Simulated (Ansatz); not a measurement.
C₂H₉InN (charge +1)

Input file:

```
crystal:
  periodic: [false, false, false]
  atoms:
    - symbol: C
      position_ang: [1.986962, 2.563644, 0.534364]
    - symbol: C
      position_ang: [1.717213, 1.372404, -0.395938]
    - symbol: In
      position_ang: [1.182307, -0.485276, 0.626771]
    - symbol: N
      position_ang: [1.245982, 0.176760, 2.953216]
    - symbol: H
      position_ang: [2.248619, 3.453984, -0.074481]
    - symbol: H
      position_ang: [2.841441, 2.385798, 1.217990]
    - symbol: H
      position_ang: [1.099790, 2.842795, 1.137772]
    - symbol: H
      position_ang: [2.597828, 1.102491, -1.013258]
    - symbol: H
      position_ang: [0.874085, 1.554804, -1.092573]
    - symbol: H
      position_ang: [0.741115, -2.131343, 0.867137]
    - symbol: H
      position_ang: [0.336280, 0.043022, 3.425775]
    - symbol: H
      position_ang: [1.927380, -0.374591, 3.501318]
    - symbol: H
      position_ang: [1.500419, 1.169364, 3.081327]
basis:
  gaussian:
    orbitals: def2-TZVPD
total_charge: 1
hamiltonian:
  xc: {name: PBE0}
magnetization:
  spin_polarized: false
output: {forces: true, orbitals: {seedname: orbitals}}
```

Command:

```sh
ansatz run input.yaml --threads 2 --pin off --max-ram 4350MiB --events-out events.jsonl --progress --plain --runs-dir runs
```

Geometry: BLYP-D3(BJ)/def2-SVP; core potentials replace the inner electrons of In.

Theory: isolated molecule in a Gaussian basis; Kohn-Sham density functional theory, functional PBE0 in Ansatz 0.2.0.

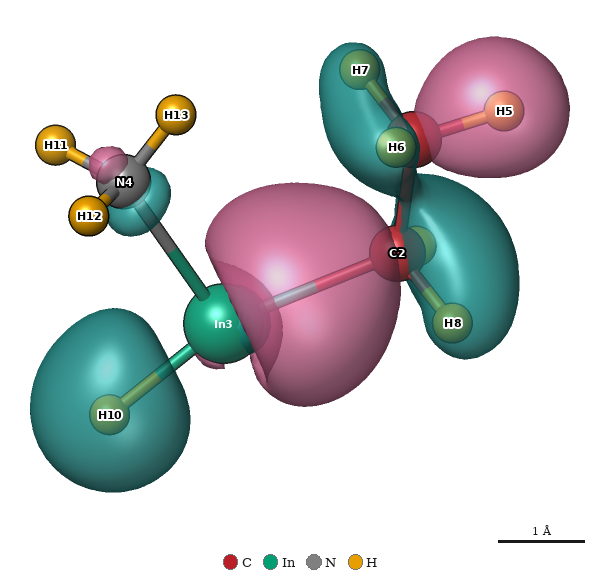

Figure 1. One frontier orbital at ±0.1 Å⁻³ᐟ² (teal and pink are the two phases), seen at a tilt.

> Which orbital is it: HOMO or LUMO?

The HOMO, at −12.21 eV. It lies mainly on C2 (about 30 %), In3 (about 25 %), H10 (about 15 %), C1 (about 10 %) and H5 (about 5 %).

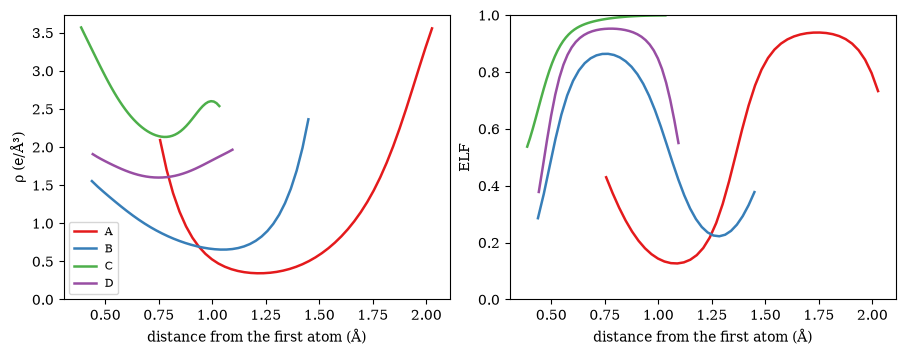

Figure 2. Electron density and ELF along straight lines between neighbouring atoms. The curves leave out the atomic cores.

> Which curve belongs to which contact (C–C, C–In, In–N and N–H)? The first atom named is at distance zero.

Curve A: In–N (2.42 Å): ρ is about 0.34 e/Å³ halfway; the ELF peaks at about 0.95 in the valence shell of N, 0.7 Å from its nucleus, and drops to about 0.15 between the two atoms. Curve B: C–In (2.19 Å): ρ is about 0.66 e/Å³ halfway; the ELF peaks at about 0.85 in the valence shell of C, 0.8 Å from its nucleus, and drops to about 0.20 between the two atoms. Curve C: N–H (1.03 Å): ρ is about 2.8 e/Å³ halfway; the ELF climbs to about 1 towards the hydrogen, as it does in any bond to H (an ordinary covalent bond to hydrogen). Curve D: C–C (1.54 Å): the density is about 1.6 e/Å³ at the midpoint; the ELF peaks at about 0.95 between the atoms; localised, covalent bonding.

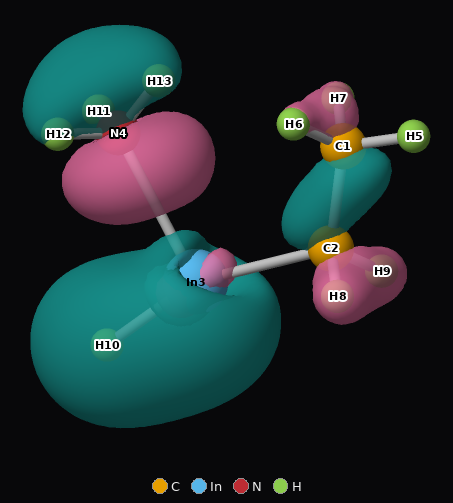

Figure 3. The HOMO−1 at ±0.08 Å⁻³ᐟ² (teal and pink are the two phases), seen at a tilt.

> Where does this orbital lie, and at what energy?

By Hirshfeld shares it lies mainly on N4 (about 35 %), In3 (about 30 %) and H10 (about 20 %). Its energy is −13.98 eV.
